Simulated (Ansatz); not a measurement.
Geometry relaxation, with input and output: Si2H7OF (part 2 of 2)

Si2H7OF; RKS B3LYP-D4/6-31G* (Ansatz 0.2.0). The input holds or restrains some coordinates. It belongs to a series of runs on one base structure; here: pulled along the bonds that form and break, towards end B.

**Trajectory as extended XYZ, continued**
```
11
Properties=species:S:1:pos:R:3:forces:R:3 step=5 energy=-20634.06358
Si   -0.2371   -1.5041    0.1261    1.0593   1.1994  -0.0232
Si    0.7356    1.7931   -0.3767   -0.0793  -0.3837  -0.2031
H     0.0377   -1.1435   -1.3385    0.1223   0.3911   0.7364
H     1.0026   -2.2371    0.4309   -0.1291  -1.1715  -0.0512
O    -1.8547   -1.4711   -0.0751   -1.0177  -0.8563   0.2132
H     0.3497    0.8136    0.6208   -0.1581  -0.5792   0.1768
F    -0.3146   -0.9504    1.6961    0.1721   0.2248  -0.5678
H     1.2979    2.7865    0.5324    0.2431   0.7892  -0.1581
H    -0.4952    2.1307   -1.1248    0.0289   0.3480  -0.0223
H     1.7155    1.1819   -1.3079    0.1235   0.1667   0.0362
H    -2.2375   -1.3994    0.8167   -0.3650  -0.1285  -0.1368
11
Properties=species:S:1:pos:R:3:forces:R:3 step=6 energy=-20634.60473
Si   -0.2383   -1.5156    0.1345    0.0238   0.1579   0.8562
Si    0.7524    1.8199   -0.3737    0.1627   0.4750  -0.1479
H     0.0635   -1.0415   -1.2453    0.1993   0.5023   0.2902
H     0.9355   -2.4217    0.4195   -0.7145  -0.4953  -0.2029
O    -1.8903   -1.6073   -0.0586    0.1136  -0.5576   0.2618
H     0.3664    0.8084    0.5833   -0.1245  -0.3751   0.3834
F    -0.3102   -0.9294    1.6897    0.3286   0.2352  -0.8563
H     1.3314    2.9167    0.4563   -0.0409   0.0816  -0.2945
H    -0.4666    2.2156   -1.1245    0.0771   0.1406  -0.0051
H     1.7477    1.2353   -1.3028    0.0922   0.0944  -0.0346
H    -2.2916   -1.4803    0.8217   -0.1174  -0.2590  -0.2504
11
Properties=species:S:1:pos:R:3:forces:R:3 step=8 energy=-20635.25276
Si   -0.2834   -1.4845    0.1540   -0.6142  -0.4432   0.8749
Si    0.8170    1.8350   -0.3666    0.2235   0.9315  -0.2323
H     0.1133   -0.7368   -1.0629    0.0318   0.1282   0.2857
H     0.6859   -2.6123    0.3602   -0.3543   0.0582  -0.1773
O    -1.9069   -1.8111   -0.0869    0.4801  -0.0673   0.2329
H     0.5782    0.9104    0.7193   -0.0079  -0.2293   0.3989
F    -0.3404   -0.8190    1.6620    0.2925  -0.0636  -0.9186
H     1.3719    3.0855    0.2449   -0.0474  -0.0955  -0.2026
H    -0.4617    2.1440   -1.0616    0.0296  -0.0466   0.0152
H     1.7818    1.2681   -1.3403    0.0428  -0.0095   0.0004
H    -2.3559   -1.7793    0.7780   -0.0765  -0.1628  -0.2771
11
Properties=species:S:1:pos:R:3:forces:R:3 step=9 energy=-20635.39860
Si   -0.3162   -1.4807    0.1614   -0.4811  -0.2246   0.6951
Si    0.8322    1.8411   -0.3411    0.3861   1.0303  -0.3887
H     0.1214   -0.6314   -0.9762   -0.1078  -0.0644   0.2465
H     0.5940   -2.6589    0.2836   -0.1439   0.1360   0.0073
O    -1.9147   -1.8857   -0.1099    0.4325   0.1582   0.3306
H     0.7054    1.0048    0.8351   -0.0373  -0.1809   0.3688
F    -0.3254   -0.7584    1.6427    0.1087  -0.4325  -0.9679
H     1.3901    3.1650    0.1063   -0.1475  -0.1849  -0.1515
H    -0.4744    2.0585   -1.0268    0.0565  -0.0829   0.1224
H     1.7875    1.2435   -1.3098   -0.0038  -0.0387   0.0108
H    -2.4001   -1.8978    0.7349   -0.0623  -0.1153  -0.2736
11
Properties=species:S:1:pos:R:3:forces:R:3 step=10 energy=-20635.44620
Si   -0.3440   -1.4536    0.1734   -0.1826  -0.2073   0.9180
Si    0.8699    1.8346   -0.3286    0.2534   0.9054  -0.5815
H     0.0743   -0.5840   -0.9378   -0.0144   0.0027   0.0318
H     0.5235   -2.6626    0.2363   -0.0932   0.0614   0.0213
O    -1.9407   -1.8136   -0.1043   -0.0247   0.0860   0.4958
H     0.8091    1.0299    0.8688    0.0668  -0.1882   0.4967
F    -0.2074   -0.7406    1.6528   -0.2015  -0.5420  -0.9870
H     1.2746    3.2306    0.0352   -0.0712  -0.1349  -0.0655
H    -0.4536    1.8607   -1.0060    0.0171   0.0312   0.0462
H     1.8841    1.2911   -1.2747   -0.0447  -0.0294   0.0403
H    -2.4900   -1.9923    0.6851    0.2951   0.0151  -0.4160
11
Properties=species:S:1:pos:R:3:forces:R:3 step=12 energy=-20635.22927 accepted=F
Si   -0.3386   -1.4344    0.1761    0.0525   0.2706   1.2715
Si    0.8740    1.8462   -0.2764   -0.1158   0.6146  -0.6323
H     0.2268   -0.6828   -0.9478    0.0853   0.0021  -0.0629
H     0.3293   -2.7553    0.3814   -0.1088   0.1419  -0.0118
O    -1.9476   -1.5533   -0.1498   -2.1542  -2.7039   1.8974
H     1.0748    1.1386    0.9766    0.1929  -0.0179   0.3413
F    -0.1374   -0.5858    1.5791   -0.1707  -0.9144  -0.9194
H     1.2515    3.2813   -0.1384   -0.0147  -0.0175   0.0313
H    -0.5637    1.7651   -0.6996    0.2661   0.0126   0.0857
H     1.7315    1.2500   -1.3402   -0.0540   0.0188   0.0344
H    -2.5006   -2.2696    0.4390    2.0215   2.5932  -2.0352
11
Properties=species:S:1:pos:R:3:forces:R:3 step=13 energy=-20635.49135
Si   -0.3405   -1.4463    0.1736   -0.0552   0.1323   0.9675
Si    0.8698    1.8405   -0.2919    0.0468   0.7388  -0.6499
H     0.2049   -0.6833   -0.9585   -0.0162  -0.0002   0.0006
H     0.3900   -2.7222    0.3770   -0.0060  -0.0080   0.0177
O    -1.9386   -1.6740   -0.1584    0.0320   0.0473  -0.1157
H     1.0142    1.0837    0.9281    0.2014  -0.1701   0.5165
F    -0.1929   -0.6171    1.5858   -0.1725  -0.6990  -0.7936
H     1.2599    3.2586   -0.0623    0.0047   0.0124  -0.0004
H    -0.5433    1.8031   -0.7550    0.0335  -0.0086   0.0105
H     1.7489    1.2757   -1.3507   -0.0182   0.0063  -0.0047
H    -2.4726   -2.1186    0.5123   -0.0503  -0.0514   0.0515
```

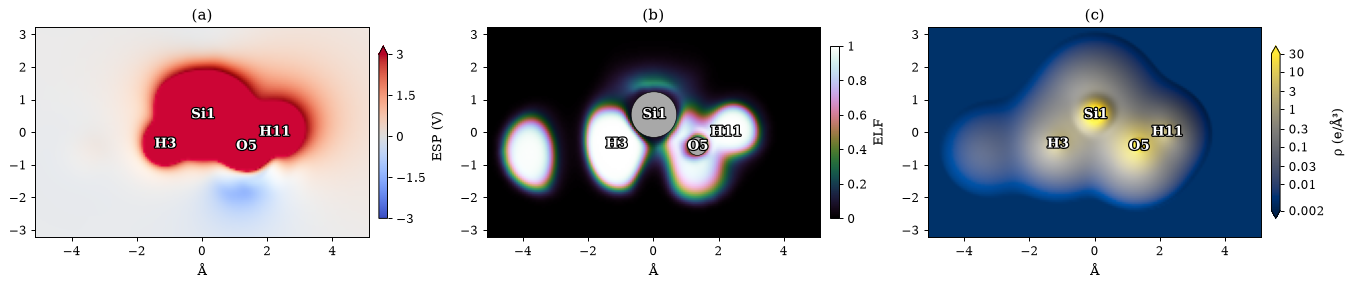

**Figure 1.** (a) electrostatic potential; (b) ELF; (c) electron density on the plane of atoms H3, Si1 and O5. Grey discs, where drawn, cover atomic cores. The section cuts through Si, H and O sites. Si–O (1.65 Å): ρ at the midpoint is about 1.1 e/Å³; the ELF peaks at about 0.85 between the atoms (a shared but strongly polarised pair).

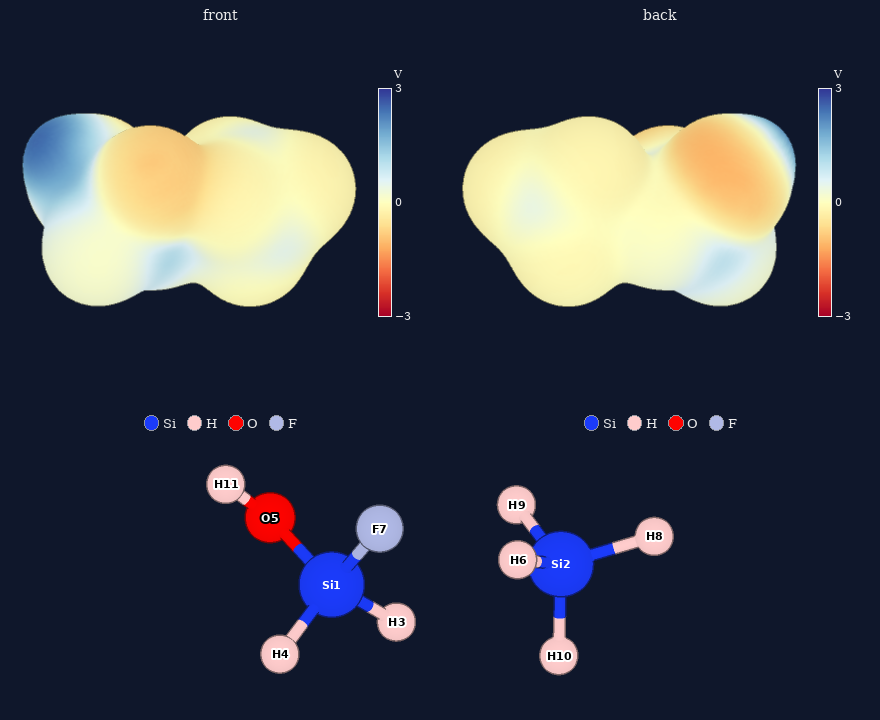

**Figure 2.** The molecular electrostatic potential painted on the density surface at 0.001 e/bohr³, seen at a tilt and from behind; red is negative and blue positive. The bare structure is drawn below in the same view. A positive charge is drawn to the negative regions and a negative charge to the positive ones.

The run was set up as follows.

**Input file**
```yaml
crystal:
  periodic: [false, false, false]
  atoms:
    - { symbol: Si, position_ang: [-0.0785, -1.059, -0.1174] }
    - { symbol: Si, position_ang: [0.6336, 1.4259, -0.3822] }
    - { symbol: H, position_ang: [0.0019, -1.193, -1.5811] }
    - { symbol: H, position_ang: [0.8913, -1.9867, 0.4384] }
    - { symbol: O, position_ang: [-1.6703, -1.3211, -0.0609] }
    - { symbol: H, position_ang: [0.1579, 0.3673, 1.0843] }
    - { symbol: F, position_ang: [-0.2046, -0.5276, 1.8125] }
    - { symbol: H, position_ang: [1.1732, 2.4848, 0.4849] }
    - { symbol: H, position_ang: [-0.472, 2.0495, -1.1087] }
    - { symbol: H, position_ang: [1.7005, 1.1467, -1.3415] }
    - { symbol: H, position_ang: [-2.1331, -1.3867, 0.7718] }
basis:
  gaussian: { orbitals: "6-31G*" }
hamiltonian:
  xc: b3lyp
  dispersion: d4
relax:
  f_tol: 0.15
  max_steps: 25
  restrain:
    - { distance: [0, 6], at: 1.68, k: 30.0 }
    - { distance: [5, 1], at: 1.42, k: 30.0 }
    - { distance: [0, 1], at: 3.52, k: 30.0 }
    - { distance: [5, 6], at: 2.18, k: 30.0 }
output:
  orbitals: {}
```

Command:
```bash
ansatz run input.yaml --threads 2 --pin off --max-ram 3072MiB --backend cpu --events-out ev --progress --plain --runs-dir out
```

**Results in brief**

| quantity | value |
| --- | --- |
| outcome | converged under the restraints of the input |
| total energy | −20635.4916 eV |
| mean-field energy | −20635.1842 eV |
| largest force (length of the vector) at the end, held atoms and coordinates included | 1.072 eV/Å |
| hardware | 2 threads of Arm Neoverse V1, 24 GiB of memory available, shared host |
| wall time | 30 s (CPU time 57 s) |
| peak memory | 0.17 GiB |
